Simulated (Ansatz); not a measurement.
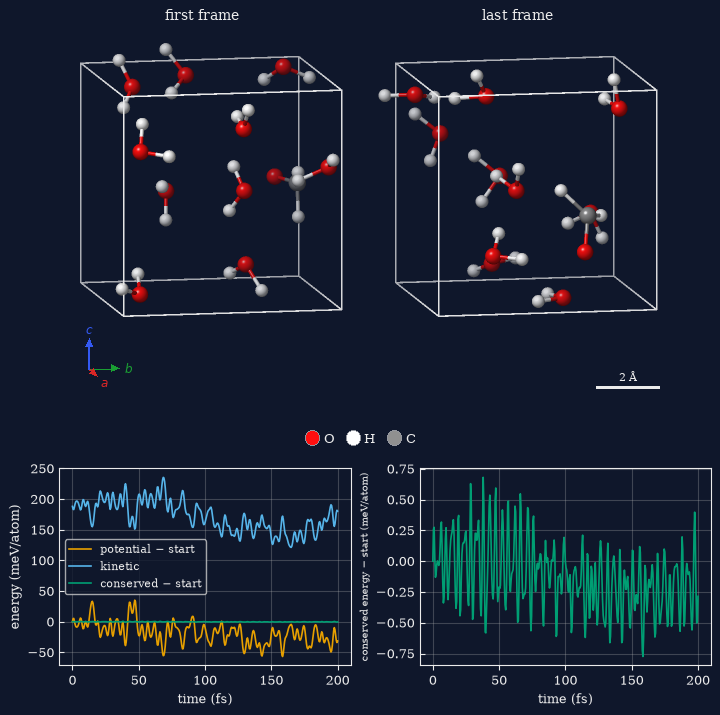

Molecular dynamics of a periodic cell with 10 H2O + 1 H2CO at 0.967 g/cm³, 200 fs long. It starts from the last geometry of an earlier run, with fresh velocities. The picture is a ball-and-stick view of the simulation cell, seen slightly off an axis.

All numbers below come from Ansatz, DFT PBE-D3(BJ), scalar-relativistic, plane waves, PAW. Run with plane-wave cutoff 420 eV; k-point mesh 1 × 1 × 1; Fermi-Dirac smearing 0.02 eV; low-accuracy preset; Nosé-Hoover thermostat (NVT); set temperature 1500 K; time step 0.5 fs; thermostat time 50.0 fs.

Is this trajectory numerically sound?

The conserved quantity stays between −0.77 and 0.68 meV per atom of its start. A straight-line fit has a slope that amounts to −0.37 meV per atom over 200 fs (0.2 % of the mean kinetic energy), and the ripple about it is 1.0 % of the kinetic energy's fluctuation. With a drift under 2 % and a ripple under 7 %, the integration is accurate. Over the second half the temperature averages 1224 K (spread ±125 K). The potential energy in the second half lies on average 25.7 meV per atom below the first frame.

Limits of the set-up: the program's low-accuracy preset was used; the periodic images lie only 7.1 Å apart, so the values are limited by the cell's size.
